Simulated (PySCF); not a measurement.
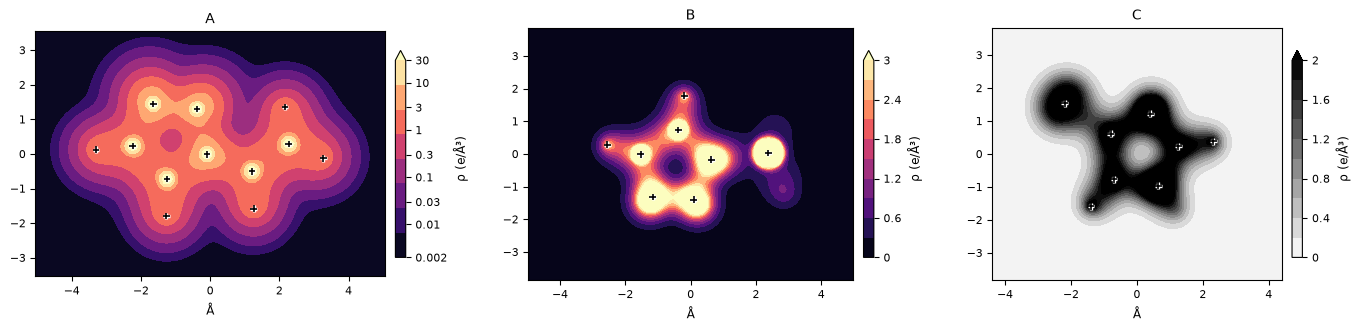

The electron density of 3 systems, each on a plane through atoms (crosses mark nuclei in the plane).

Theory: PBE0/pcSseg-1, SCF density, gas phase, non-relativistic in PySCF 2.14.0.

System 1: C$_{3}$H$_{3}$ClN$_{2}$ (SMILES Clc1c[nH]cn1), the plane of atoms C3, C2 and N6. Geometry: GFN2-xTB, MD frame at 250 fs, 200 K.

```xyz
9

Cl    2.7105   -0.4892    0.7863
C     1.1437   -0.4472    0.1635
C     0.4798    0.6492   -0.3394
N    -0.7937    0.1944   -0.4426
C    -0.8216   -1.0965   -0.0832
N     0.3533   -1.5326    0.2906
H     0.7185    1.6948   -0.4986
H    -1.6921    0.6655   -0.5159
H    -1.7078   -1.7023   -0.0268
```

System 2: C$_{4}$H$_{5}$N$_{3}$ (SMILES C=Cn1ccnn1), the molecular plane. Geometry: GFN2-xTB.

```yaml
atoms:
  - { symbol: C, position_ang: [-2.2742, 0.2538, -0.0771] }
  - { symbol: C, position_ang: [-1.2033, -0.4922, 0.1387] }
  - { symbol: N, position_ang: [0.0924, -0.0076, -0.0002] }
  - { symbol: C, position_ang: [1.2547, -0.6838, 0.1970] }
  - { symbol: C, position_ang: [2.2334, 0.2397, -0.0707] }
  - { symbol: N, position_ang: [1.6304, 1.3999, -0.4068] }
  - { symbol: N, position_ang: [0.3673, 1.2487, -0.3636] }
  - { symbol: H, position_ang: [-2.1730, 1.2829, -0.3735] }
  - { symbol: H, position_ang: [-3.2640, -0.1464, 0.0389] }
  - { symbol: H, position_ang: [-1.2489, -1.5301, 0.4391] }
  - { symbol: H, position_ang: [1.2880, -1.7108, 0.4940] }
  - { symbol: H, position_ang: [3.2985, 0.1451, -0.0419] }
```

System 3: C$_{2}$H$_{5}$N$_{3}$Si (SMILES [SiH3]n1ccnn1), the plane of atoms N2, C3 and H10. Geometry: GFN2-xTB.

```yaml
atoms:
  - { symbol: Si, position_ang: [-1.8746, -0.0058, 0.0155] }
  - { symbol: N, position_ang: [-0.1238, -0.1634, -0.1006] }
  - { symbol: C, position_ang: [0.8830, 0.5794, 0.4214] }
  - { symbol: C, position_ang: [2.0356, -0.0018, -0.0394] }
  - { symbol: N, position_ang: [1.6820, -1.0543, -0.8092] }
  - { symbol: N, position_ang: [0.4164, -1.1457, -0.8427] }
  - { symbol: H, position_ang: [-2.1428, 0.3172, 1.4175] }
  - { symbol: H, position_ang: [-2.2605, 1.1021, -0.8584] }
  - { symbol: H, position_ang: [-2.3674, -1.3039, -0.4103] }
  - { symbol: H, position_ang: [0.6972, 1.4237, 1.0506] }
  - { symbol: H, position_ang: [3.0604, 0.2551, 0.1296] }
```

**Which map belongs to which system?**

Panel A is system 2, C$_{4}$H$_{5}$N$_{3}$: the plane holds C, N and H. N–N (1.27 Å): ρ is about 3 e/Å³ halfway. Panel B is system 3, C$_{2}$H$_{5}$N$_{3}$Si: the plane holds Si, N, C and H. N–N (1.27 Å): the density is about 3 e/Å³ at the midpoint. Panel C is system 1, C$_{3}$H$_{3}$ClN$_{2}$: the plane holds Cl, C, N and H. C–N (1.31 Å): ρ is about 2.6 e/Å³ halfway.
